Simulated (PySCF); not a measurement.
## Electronic structure of C5H11NO2Si in real space

Input

```
{"job": {"kind": "nmr", "xc": "PBE0", "basis": "pcSseg-1"}, "charge": 0, "multiplicity": 1}
C     -1.106663     0.240416    -3.278363
C     -1.335407     0.383753    -1.781290
O     -1.408751    -0.885833    -1.193739
Si    -1.314862    -1.328860     0.355565
N      0.097410    -0.597899     1.037409
C      1.111795    -0.992916     1.651928
C      2.170723    -0.027938     2.105668
C      1.805968     1.420242     1.974941
O      3.223218    -0.429957     2.539798
H     -1.914252    -0.335170    -3.722678
H     -1.068426     1.221260    -3.744388
H     -0.169884    -0.279309    -3.462139
H     -2.274429     0.918195    -1.589628
H     -0.519223     0.956618    -1.327077
H     -1.378624    -2.770931     0.184597
H     -2.344928    -0.741747     1.215940
H      1.328264    -2.040439     1.893314
H      1.438469     1.610259     0.969913
H      2.660775     2.051634     2.199665
H      0.993677     1.639299     2.665714
```

Launched as:

```sh
OMP_NUM_THREADS=1 python probes_run.py task.json out
```

Geometry: GFN2-xTB.

Level of theory: PBE0/pcSseg-1, SCF density, gas phase, non-relativistic in PySCF.

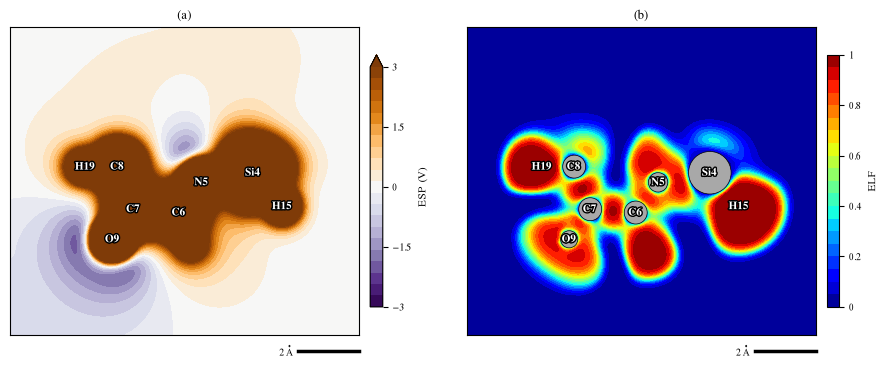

Figure 1. (a) electrostatic potential; (b) ELF on the plane of atoms N5, Si4 and H15. Grey discs cover the atomic cores in the ELF map.

**What does the map show?**

- The plane passes through Si, N, C, O and H nuclei.
- C–O (1.21 Å): the ELF peaks at about 0.85 between the atoms (a short, multiple covalent bond).
- C–N (1.25 Å): the ELF peaks at about 0.90 between the atoms: a short, multiple covalent bond.
- C–C (1.50 Å): the ELF peaks at about 0.95 between the atoms; a shared electron pair.
- Si–N (1.73 Å): the ELF peaks at about 0.90 between the atoms; a polar covalent bond.
- C–H (1.09 Å): the ELF climbs to about 1 towards the hydrogen, as it does in any bond to H; a covalent bond by its length.
- The ELF also peaks beside O9 and N5, away from the bonds: lone-pair regions.
- Outside the dense part of the molecule the potential is most negative (−1.9 V) near O9.

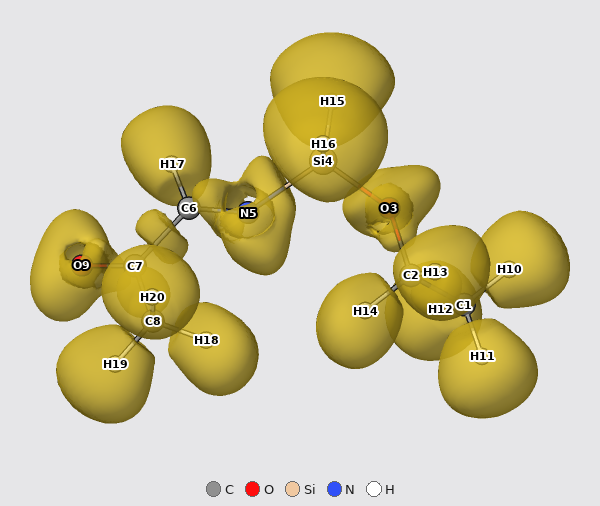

Figure 2. Isosurface of the electron localisation function at 0.75 (yellow), seen across its widest extent. Core shells and regions of very low density are left out.

**Describe the localisation domains.**

At this value the surface marks out three regions between bonded C–C atoms (shared pairs), eleven regions around hydrogen nuclei, one region on N in which the atom's valence shell and bonds are merged and two regions on O in which the atom's valence shell and bonds are merged.

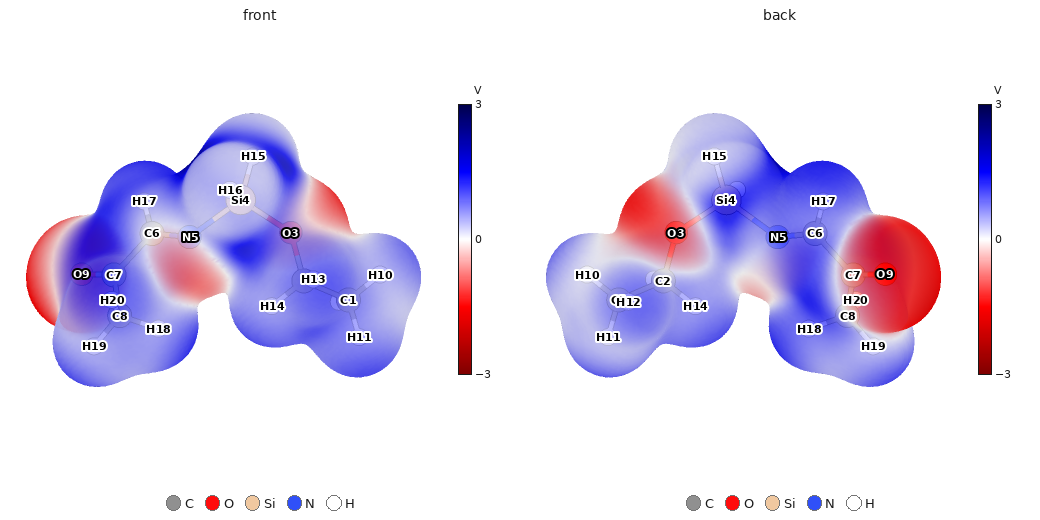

Figure 3. The molecular electrostatic potential painted on the density surface at 0.004 e/bohr³, seen from the front and from behind; the colour scale runs from red (negative) to blue (positive).

**Describe the electrostatic potential map.**

The most negative region (about −1.7 V) lies over O9, the most positive (about +2.1 V) over Si4. O9 is the likeliest acceptor of a hydrogen bond.

**How polar is the molecule by this calculation?**

Its dipole moment is 2.30 D.
